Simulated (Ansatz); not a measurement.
**SiO2 (rutile), frozen-phonon scan**

Relaxed SiO2 (rutile):

```yaml
crystal:
  lattice:
    - [4.18475, 0.00000, 0.00000]
    - [0.00000, 4.18475, 0.00000]
    - [0.00000, 0.00000, 2.66845]
  atoms:
    - { symbol: Si, position: [0.50000, 0.50000, 0.50000] }
    - { symbol: Si, position: [0.00000, 0.00000, 0.00000] }
    - { symbol: O, position: [0.80610, 0.80610, 0.50000] }
    - { symbol: O, position: [0.30610, 0.69390, 0.00000] }
    - { symbol: O, position: [0.69390, 0.30610, 0.00000] }
    - { symbol: O, position: [0.19390, 0.19390, 0.50000] }
```

The atoms are displaced by Q × the pattern below (from a DFPT mode at Γ, largest move 1; Q in Å), at fixed cell.

```tsv
atom	x	y	z
O3	-0.707	-0.707	0.000
O4	0.707	-0.707	0.000
O5	-0.707	0.707	0.000
O6	0.707	0.707	0.000
```

Atoms not listed stay in place.

These are r2SCAN (plane waves to 500 eV, PAW, scalar-relativistic; Ansatz, an electronic-structure program) values and carry that method's errors. k mesh 8×8×12 (Γ-centred), Fermi-Dirac smearing 0.05 eV. The energy includes the smearing's −TS. SiO2 was relaxed with its symmetry unable to fall. The PAW data are Ansatz's earlier set. The zero of ΔE is the undisplaced structure.

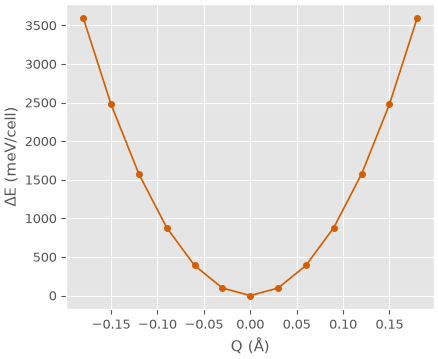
ΔE (meV/cell) against Q (Å); markers are the computed points, lines only join them.

The energy at Q = 0.180 Å is 3601 meV/cell. Shape of the curve: a single well with its minimum at or next to zero displacement. Harmonic wavenumber from the curvature (finite differences): 958 cm⁻¹. Symmetry of the curve: even: the same for both signs. Wavenumber by perturbation theory (DFPT, on another k mesh): 958 cm⁻¹.

E″ = 215.90 eV/Å², M = Σ mᵢ|uᵢ|² = 64.0 u, ν̃ = 521.5·√(|E″|/M).

(For displaced atoms, the force is minus the slope of the energy, and its curvature is a force constant, which sets phonon frequencies.)
